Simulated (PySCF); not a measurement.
# The bond of SiN−, level by level

One job finds the state of SiN−, follows it along the bond with each method and fits the curves.

The runs use PySCF 2.14.0; Si def2-TZVPPD, N def2-TZVPPD, no relativity.

2 further runs of the same task are left out: 2 set aside as unsound or not needed.

## 1. The job

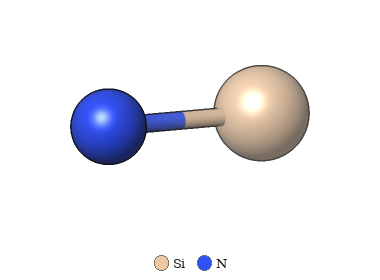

The two atoms at the starting distance (silicon light orange, nitrogen blue).

The job is set up so:

| Quantity | Value |
| --- | --- |
| atoms | Si, N |
| charge | -1 |
| basis | Si def2-TZVPPD, N def2-TZVPPD |
| Hamiltonian | no relativity |
| basis functions | 85 |
| electrons treated | 22 |
| masses in u | 27.9769, 14.0031 |
| levels | PBE0, PBE, r²SCAN, PBEsol, BHandHLYP, BP86, B2PLYP, BLYP, CAM-B3LYP, HF, MP2, SCS-MP2, CCSD, CCSD(T) |
| grid | 80 radial by 434 angular points |
| occupations | held fixed by the projection of orbital angular momentum |
| dissociation limit | Si− + N, each in its ground configuration |
| starting distance in angstrom | 1.870 |
| values of 2S to try | 0, 2, 4 |

Started as:

```
$ OMP_NUM_THREADS=2 python dia.py task.json out
```

After this run come: PBE0 along the bond; PBE (GGA); r²SCAN (meta-GGA); PBEsol; BHandHLYP; BP86; B2PLYP (double hybrid); BLYP; CAM-B3LYP (range-separated hybrid); RHF (mean field); Correlated methods on the Hartree–Fock reference.

What does the calculation give? Wanted: for each run, Re; ωe; De; μ.

The runs gave:

Lowest PBE0 solution found, without spin–orbit coupling: ¹Σ⁺ (singlet), closed shell.

```csv
level,Re (Å),ωe (cm⁻¹),De (eV),μ (D)
RHF,1.549,1339,1.92,-3.17
RHF-MP2,1.626,1017,6.58,n/a
RHF-SCS-MP2,1.619,1049,6.60,n/a
RHF-CCSD,1.588,1185,5.48,n/a
RHF-CCSD(T),1.603,1127,5.98,n/a
PBE,1.599,1139,6.73,-2.26
PBEsol,1.594,1151,6.95,-2.27
BLYP,1.600,1130,6.92,-2.38
BP86,1.599,1137,6.83,-2.30
r²SCAN,1.586,1184,6.00,-2.35
PBE0,1.578,1212,5.96,-2.56
BHandHLYP,1.561,1270,5.56,-2.93
CAM-B3LYP,1.567,1245,6.30,-2.89
B2PLYP,1.600,1112,6.56,-2.98
```

De is counted to Si− + N in their ground configurations. A positive dipole points from Si to N; in an ion it is taken about the centre of mass and does not tell which atom is negative.

Bond lengths run from 1.549 Å (RHF) to 1.626 Å (RHF-MP2). Of the levels with a De here, RHF gives the least (1.92 eV) and PBEsol the most (6.95 eV).

Correlated steps freeze 6 core orbitals. B2PLYP dipoles, levels and charges come from its SCF part alone. T1 is 0.025 near the minimum (highest on the curve 0.034), which may point to more than one leading configuration. With some functionals the highest level of the anion is positive, from self-interaction error or because the anion is truly unbound there; the finite basis then holds the extra electron, and no neutral molecule was run to test the binding.
